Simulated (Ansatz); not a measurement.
C$_{2}$F$_{4}$O (SMILES O=C(F)C(F)(F)F)

```xyz
7

C     0.0889   -0.7944    0.4335
C     0.0160    0.5510   -0.3061
F    -1.1325   -1.1977    0.7407
F    -0.6983    0.4138   -1.4164
F    -0.5691    1.4567    0.4681
F     1.2285    0.9619   -0.6166
O     1.0665   -1.3914    0.6968
```

Geometry: PBE0-D4/def2-SVP.

Method: Ansatz 0.2.0, isolated molecule in a Gaussian basis; Kohn-Sham density functional theory, functional PBE0.

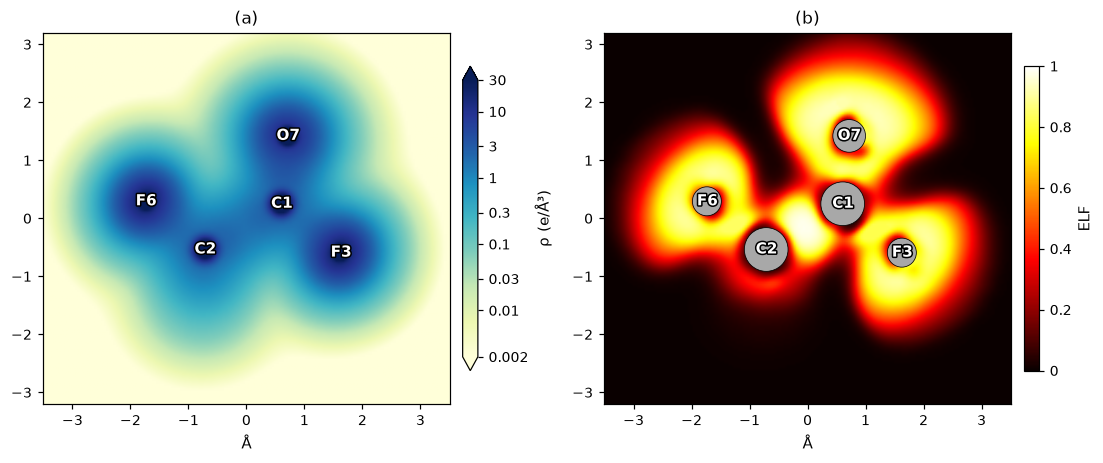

Figure 1. (a) total electron density; (b) electron localisation function on the plane of atoms C1, C2 and F6. Grey discs cover the atomic cores in the ELF map.

Q: Read the bonding off the picture.

A:
- Atoms in the plane: C, F and O.
- C–O (1.18 Å): ρ is about 3.6 e/Å³ halfway; the ELF peaks at about 0.85 between the atoms; a short, multiple covalent bond.
- C–F (1.32 Å): ρ at the midpoint is about 2.5 e/Å³; the ELF peaks at about 0.85 between the atoms (a polar covalent bond).
- C–C (1.54 Å): ρ at the midpoint is about 1.8 e/Å³; the ELF peaks at about 1 between the atoms: a covalent bond.
- The ELF also peaks beside F3, F6 and O7, away from the bonds: lone-pair regions.

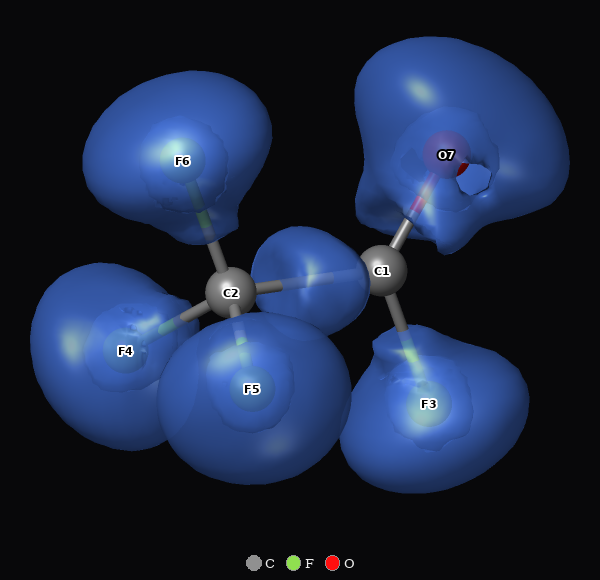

Figure 2. Isosurface of the electron localisation function at 0.75 (blue), seen at a tilt. Only the valence region is drawn (cores and ρ < 0.01 e/Å³ removed).

Q: Identify the bonds, lone pairs and shells in this picture.

A: The surface consists of one region between bonded C–C atoms (shared pairs), four regions on F in which the atom's valence shell and bonds are merged and one region on O in which the atom's valence shell and bonds are merged.

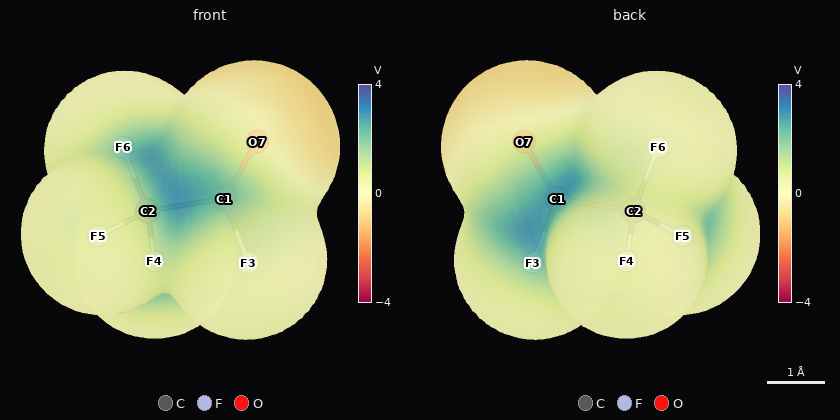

Figure 3. The electrostatic potential painted on the density surface at 0.004 e/bohr³, seen from the front and from behind; red is negative and blue positive.

Q: Describe the electrostatic potential map.

A: The most negative region (about −0.8 V, or −18 kcal/mol for a unit charge) lies over O7, the most positive (about +3.0 V, or +69 kcal/mol for a unit charge) over the π face of C1.
